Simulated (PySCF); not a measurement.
C$_{4}$H$_{6}$F$_{2}$O$_{3}$ (SMILES O=C(O)CCOC(F)F)

```xyz
15

O     2.4572    0.8397    0.5593
C     2.1039    0.1563   -0.3617
O     2.9380   -0.2748   -1.3107
C     0.6941   -0.3212   -0.6085
C    -0.2409    0.1158    0.5095
O    -1.5574   -0.3066    0.1604
C    -2.5086    0.0400    1.0461
F    -3.7062   -0.2010    0.5013
F    -2.4482   -0.7188    2.1762
H     3.8420    0.0354   -1.1401
H     0.6964   -1.4080   -0.6995
H     0.3492    0.0818   -1.5623
H    -0.2163    1.2077    0.6213
H     0.0620   -0.3374    1.4604
H    -2.4696    1.0991    1.3746
```

Geometry: GFN2-xTB.

Level of theory: PBE0/pcSseg-1, SCF density, gas phase, non-relativistic (PySCF 2.14.0).

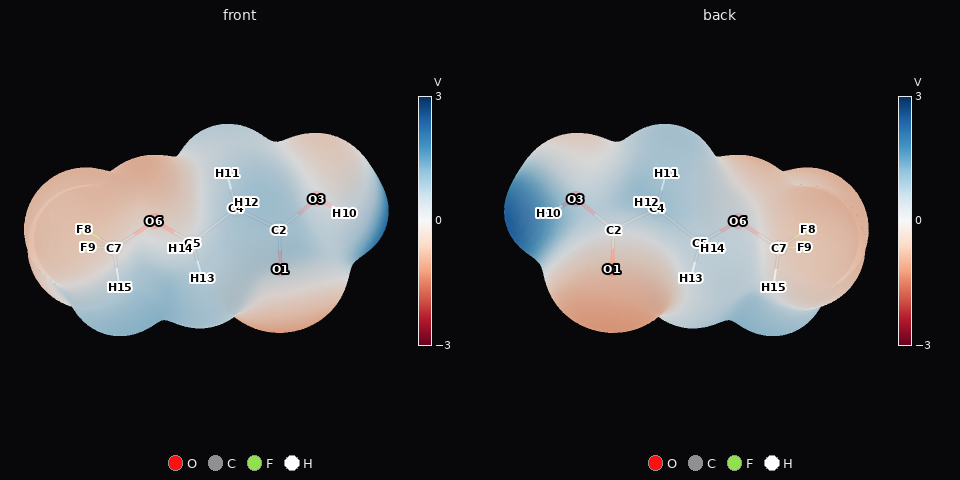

Figure 1. The molecular electrostatic potential painted on the density surface at 0.001 e/bohr³, seen from the front and from behind; the colour scale runs from red (negative) to blue (positive).

**Describe the electrostatic potential map.**

The most negative region (about −1.2 V) lies over O1, the most positive (about +2.4 V) over H10. O1 is the likeliest acceptor of a hydrogen bond.

**What dipole moment does the calculation give?**

Its dipole moment is 2.83 D.

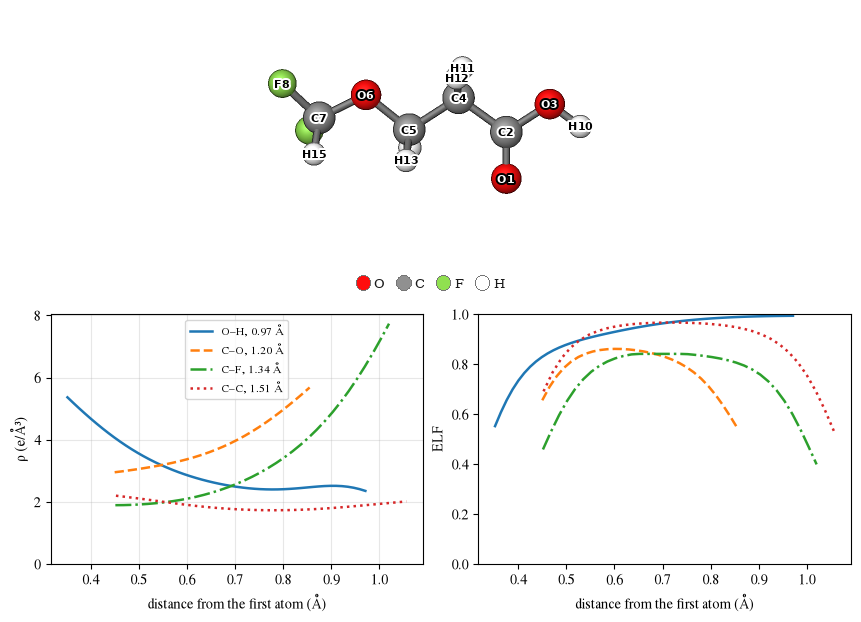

Figure 2. Electron density and ELF along straight lines between neighbouring atoms. The curves leave out the atomic cores. The structure is drawn too.

**Compare the contacts.**

O–H (0.97 Å): ρ at the midpoint is about 3.7 e/Å³; the ELF climbs to about 1 towards the hydrogen, as it does in any bond to H: a covalent bond by its length.
C–O (1.20 Å): ρ is about 3.4 e/Å³ halfway; the ELF peaks at about 0.85 between the atoms (a short, multiple covalent bond).
C–F (1.34 Å): ρ at the midpoint is about 2.4 e/Å³; the ELF peaks at about 0.85 between the atoms, as expected for a shared but strongly polarised pair.
C–C (1.51 Å): ρ at the midpoint is about 1.7 e/Å³; the ELF peaks at about 0.95 between the atoms: a shared electron pair.
